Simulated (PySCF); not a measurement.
**C6H9ClOSi2: density, localisation and related maps**

The calculation's input:

```
{"job": {"kind": "nmr", "xc": "PBE0", "basis": "pcSseg-1"}, "charge": 0, "multiplicity": 1}
C      1.672424    -2.056582     0.314642
C      2.277948    -1.016901     0.866306
Si     2.239603     0.739231     0.172027
Cl     1.997812     1.979805     1.773248
Si     0.573496     1.049701    -1.410076
C     -1.068304     0.740218    -0.558906
C     -2.375754     1.028064    -0.846950
C     -3.149434     0.538433     0.227736
C     -2.260558    -0.014097     1.099832
O     -1.011500     0.101742     0.638406
H      1.714716    -3.047329     0.741402
H      1.099445    -1.963568    -0.594665
H      2.831231    -1.175293     1.785772
H      3.588887     1.038450    -0.332970
H      0.700344     0.106912    -2.533139
H      0.499951     2.386958    -2.013248
H     -2.732047     1.529123    -1.723782
H     -4.213324     0.589721     0.339500
H     -2.394740    -0.497844     2.047400
```

Run with:

```sh
OMP_NUM_THREADS=1 python probes_run.py task.json out
```

Geometry: GFN2-xTB.

These are results of PBE0/pcSseg-1, SCF density, gas phase, non-relativistic (PySCF 2.14.0), not measurements.

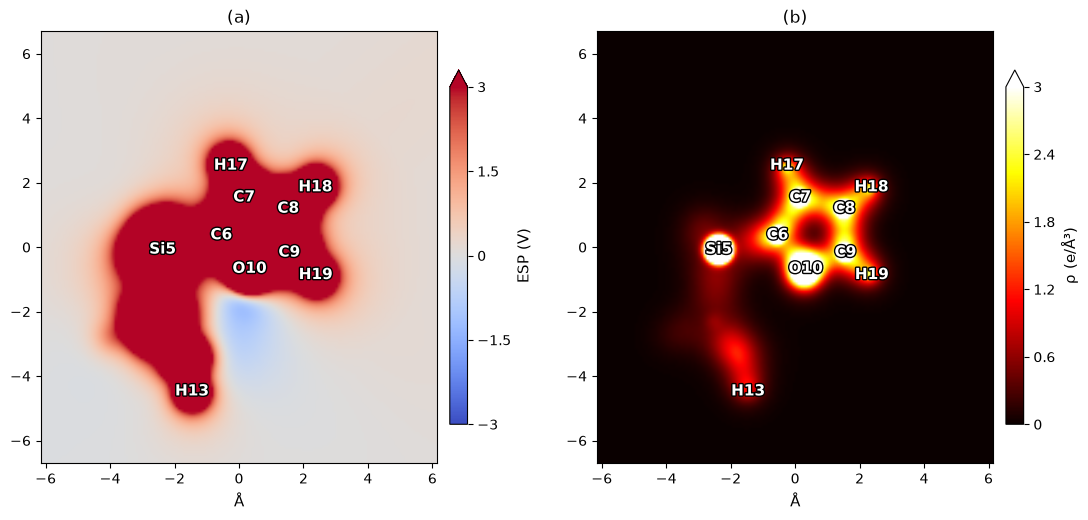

Figure 1. (a) molecular electrostatic potential; (b) total electron density on the plane of atoms C8, C7 and H17.

Q: Interpret the plot.

A:
- Atoms in the plane: Si, C, O and H.
- C–O (1.34 Å): ρ is about 2.4 e/Å³ halfway.
- C–Si (1.88 Å): the density is about 0.94 e/Å³ at the midpoint.
- C–H (1.07 Å): ρ at the midpoint is about 2 e/Å³.
- C–C (1.37 Å): ρ at the midpoint is about 2.2 e/Å³.
- Outside the dense part of the molecule the potential is most negative (−1.2 V) near O10.

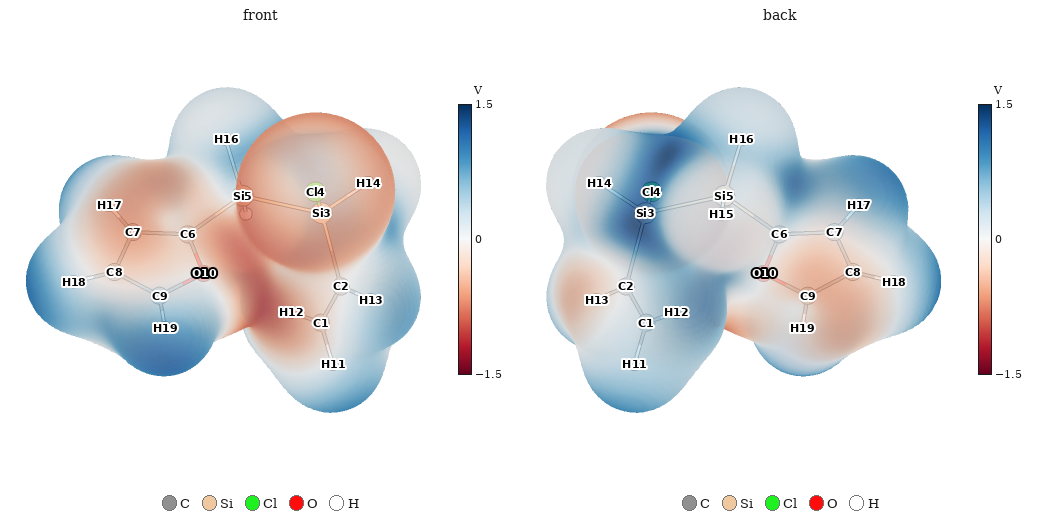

Figure 2. The electrostatic potential painted on the density surface at 0.002 e/bohr³, seen from the front and from behind; red is negative and blue positive.

Q: Where is the surface potential most negative and most positive?

A: The most negative region (about −0.9 V) lies over C1, C2 and O10, the most positive (about +1.3 V) over Si3 and Si5.
